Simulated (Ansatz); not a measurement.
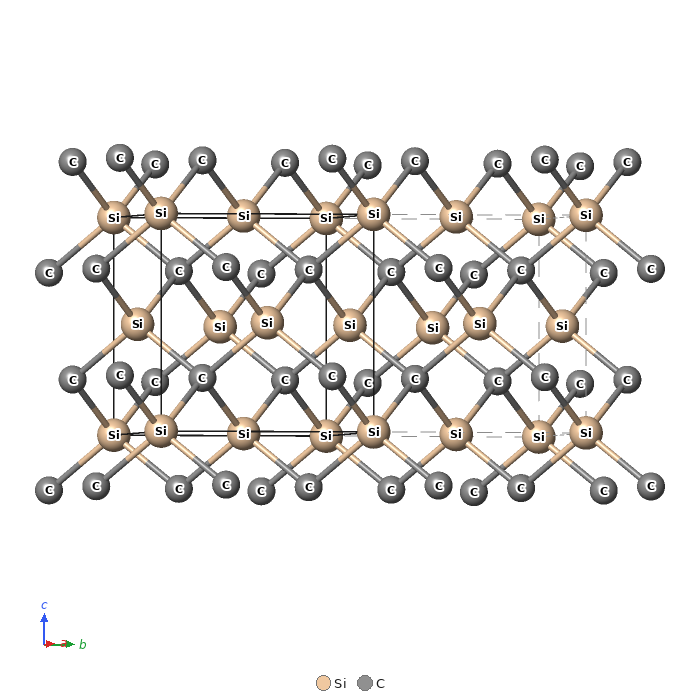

The compound is SiC (space group F-43m, No. 216), taken as the end point of a relaxation with Ansatz, DFT, PBE, PAW with Ansatz's default frozen-core files, scalar-relativistic; the starting structure was generated, so it need not be a known form of this composition.

Bonds are taken as C–Si below 2.1 Å; no other contact counts. The graph is simplified in the usual way: terminal and isolated atoms are pruned, two-connected atoms become edges.

### What kind of net remains, and which atoms are its nodes?

A uninodal 4-connected, three-periodic net: Si and C are 4-connected nodes.

### Name the underlying net.

It is the dia net, known from diamond, zinc blende and cristobalite.

### Is the net interpenetrated?

It is a single net, without interpenetration.

### Give the first six terms of the coordination sequence (nodes one, two, three … edges away).

Si and C: 4, 12, 24, 42, 64, 92.

The simplified net, drawn on the atoms' positions. Nodes are coloured by element. Edges to nodes outside the piece are drawn as stubs.

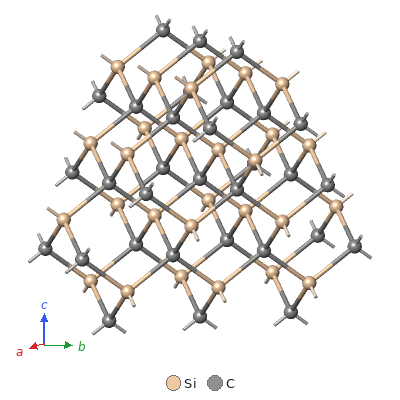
